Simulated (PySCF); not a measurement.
# CH5BFN (SMILES CB(N)F) at 6 levels

Aim: a comparison of 6 runs (HF/STO-3G, BLYP/cc-pVDZ, CAM-B3LYP/cc-pVDZ, PBE0/cc-pVDZ, TPSS/cc-pVDZ, CCSD(T)/cc-pVDZ) of CH5BFN. The job is set up through a Python script.

Program for the calculation: PySCF 2.14.0.

3 further runs of the same task are left out: 3 set aside as unsound or not needed.

**1. Starting point**

CH5BFN: 9 atoms, total charge 0, spin state singlet. As SMILES, `CB(N)F`. The coordinates come from a PBE0-D4/def2-TZVP relaxation.

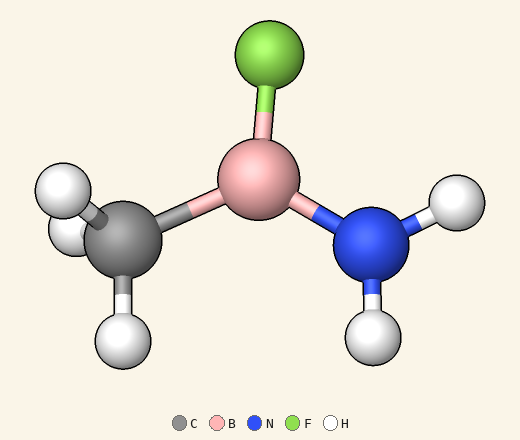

Viewed from a chosen angle; carbon grey, boron pink, nitrogen blue, fluorine green, hydrogen white.

**2. A single-point energy at HF/STO-3G (run 1)**

Contents of input.xyz:

```xyz
9

C     -0.428400     0.964700    -0.539000
B      0.098200    -0.482300    -0.251400
N      0.546200    -0.928100     0.993800
F      0.128500    -1.370900    -1.263800
H      0.176600     1.438400    -1.318100
H     -0.424000     1.616300     0.336600
H     -1.450400     0.924300    -0.928000
H      0.878700    -1.865200     1.143700
H      0.563100    -0.343500     1.809000
```

Contents of job.py:

```python
from pyscf import gto, scf

mol = gto.M(
    atom='input.xyz',
    basis='sto-3g',
    max_memory=1860,
    spin=0,
    charge=0,
    verbose=4,
)

mf = scf.RHF(mol)
mf.conv_tol = 1e-10
mf.kernel()
if not mf.converged:
    mf = mf.newton().run(mf.mo_coeff, mf.mo_occ)

etot = mf.e_tot
print('E = %.10f Eh' % etot)
```

Started as:

```console
$ OMP_NUM_THREADS=1 python job.py
```

What it wrote:

```text
PySCF version 2.14.0

[... 63 lines left out ...]
converged SCF energy = -216.579513933036
E = -216.5795139330 Eh
```

Wall time 0.56 s (1 thread of Arm Neoverse V2, shared host); peak memory 0.1 GiB.

**3. A single-point energy at BLYP/cc-pVDZ (run 2)**

Contents of start.xyz:

```xyz
9
CH5BFN
C     -0.428400     0.964700    -0.539000
B      0.098200    -0.482300    -0.251400
N      0.546200    -0.928100     0.993800
F      0.128500    -1.370900    -1.263800
H      0.176600     1.438400    -1.318100
H     -0.424000     1.616300     0.336600
H     -1.450400     0.924300    -0.928000
H      0.878700    -1.865200     1.143700
H      0.563100    -0.343500     1.809000
```

Contents of run.py:

```python
# CB(N)F
from pyscf import gto, dft

molecule = gto.M(
    atom='start.xyz',
    spin=0,
    basis='cc-pvdz',
    max_memory=1860,
    verbose=3,
)

mf = dft.RKS(molecule)
mf.xc = 'blyp'
mf.conv_tol = 1e-10
mf.grids.level = 5
mf.kernel()
if not mf.converged:
    mf = mf.newton().run(mf.mo_coeff, mf.mo_occ)

e_tot = mf.e_tot
print('Final energy', e_tot)
```

Started as:

```console
$ OMP_NUM_THREADS=1 python run.py
```

What it wrote:

```text
converged SCF energy = -220.609093815103
Final energy -220.60909381510308
```

It took 14 s on 1 thread of Arm Neoverse V2, shared host; peak memory 0.4 GiB.

Runs 3 to 5 aren't shown in full; the table further down has their settings and results.

**4. The energy at CCSD(T)/cc-pVDZ (run 6)**

Contents of job.py:

```python
from pyscf import gto, cc

system = gto.M(
    atom=[
    ('C', (-0.428400, 0.964700, -0.539000)),
    ('B', (0.098200, -0.482300, -0.251400)),
    ('N', (0.546200, -0.928100, 0.993800)),
    ('F', (0.128500, -1.370900, -1.263800)),
    ('H', (0.176600, 1.438400, -1.318100)),
    ('H', (-0.424000, 1.616300, 0.336600)),
    ('H', (-1.450400, 0.924300, -0.928000)),
    ('H', (0.878700, -1.865200, 1.143700)),
    ('H', (0.563100, -0.343500, 1.809000)),
],
    basis='cc-pvdz',
    max_memory=1860,
    verbose=4,
    spin=0,
    charge=0,
)

mf = system.RHF()
mf.conv_tol = 1e-10
mf.kernel()
if not mf.converged:
    mf = mf.newton().run(mf.mo_coeff, mf.mo_occ)

mycc = cc.CCSD(mf, frozen=4)
mycc.kernel()
e_t = mycc.ccsd_t()
e_final = mycc.e_tot + e_t
print('E = %.10f Eh' % e_final)
```

Started as:

```console
$ OMP_NUM_THREADS=1 python job.py
```

What it wrote:

```text
PySCF version 2.14.0

[... 63 lines left out ...]
converged SCF energy = -219.488188140418
[... 12 lines left out ...]
Init t2, MP2 energy = -220.07211783616  E_corr(MP2) -0.583929695741187
[... 13 lines left out ...]
CCSD converged
[... 2 lines left out ...]
E = -220.1217781757 Eh
```

Run time: 25 s. Hardware: 1 thread of Arm Neoverse V2, shared host; peak memory 0.39 GiB.

**5. Overview of the runs**

```
run              level  integration grid  frozen core orbitals  energy (Eh)  dipole moment (D) of the reference  HOMO energy (eV)  LUMO energy (eV)  wall time
  1          HF/STO-3G                 –                     –  -216.579514                                1.62             -9.53              9.86     0.56 s
  2       BLYP/cc-pVDZ                 5                     –  -220.609094                                2.18             -6.30              0.89       14 s
  3  CAM-B3LYP/cc-pVDZ                 5                     –  -220.595872                                2.24             -9.42              2.71       20 s
  4       PBE0/cc-pVDZ                 5                     –  -220.443742                                2.25             -7.99              1.87       15 s
  5       TPSS/cc-pVDZ                 5                     –  -220.711950                                2.20             -6.54              1.02       31 s
  6    CCSD(T)/cc-pVDZ                 –                     4  -220.121778                                2.33            -11.67              4.87       25 s
```

**6. Summary of results**

| quantity | value |
| --- | --- |
| run 6: total energy | -220.12178 Eh |
| run 6: dipole moment (Hartree–Fock density) | 2.33 D |
| run 6: HOMO energy (Hartree–Fock orbitals) | -11.67 eV |
| run 6: LUMO energy (Hartree–Fock orbitals) | 4.87 eV |
| run 6: HOMO–LUMO gap (Hartree–Fock orbitals) | 16.54 eV |
| run 6: correlation energy (4 core orbitals frozen) | -633.6 mEh |
| run 6: (T) correction | -14.43 mEh |
| run 6: T1 diagnostic | 0.012 |

In words: Over runs 1, 2, 3, 4, 5 the dipole moment (its size) runs from 1.62 D (HF/STO-3G) to 2.25 D (PBE0/cc-pVDZ). The two ends differ in method and basis. Over runs 1, 2, 3, 4, 5 the HOMO–LUMO gap runs from 7.18 eV (BLYP/cc-pVDZ) to 19.39 eV (HF/STO-3G). Totals of different functionals can't be ranked against each other. In run 1 the basis is minimal, so the values are rough. All runs together took 1.8 min, the longest 31 s.
